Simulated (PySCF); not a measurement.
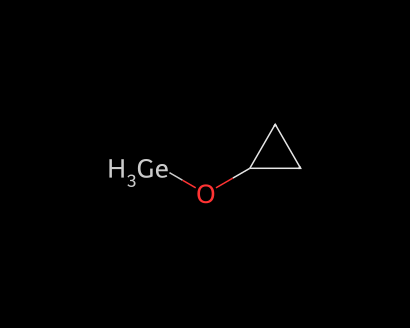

The drawing above gives the connectivity. The computed structure is the end point of a PBE0-D3(BJ)/def2-SVP optimisation. No frequency run is at hand to confirm it as a minimum.

Describe the 3D structure.

It has 13 atoms: 3 carbon, 8 hydrogen, 1 germanium and 1 oxygen (C₃H₈GeO). Its SMILES string is `[GeH3][O]C1CC1`. The point group is C1. Coordination, clear cases only: 1 Ge tetrahedral; 1 O bent.

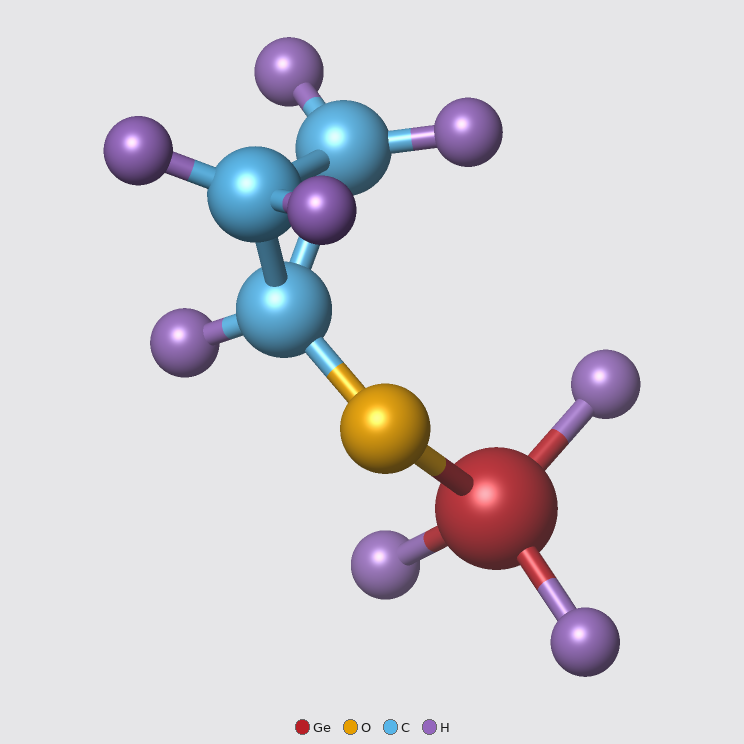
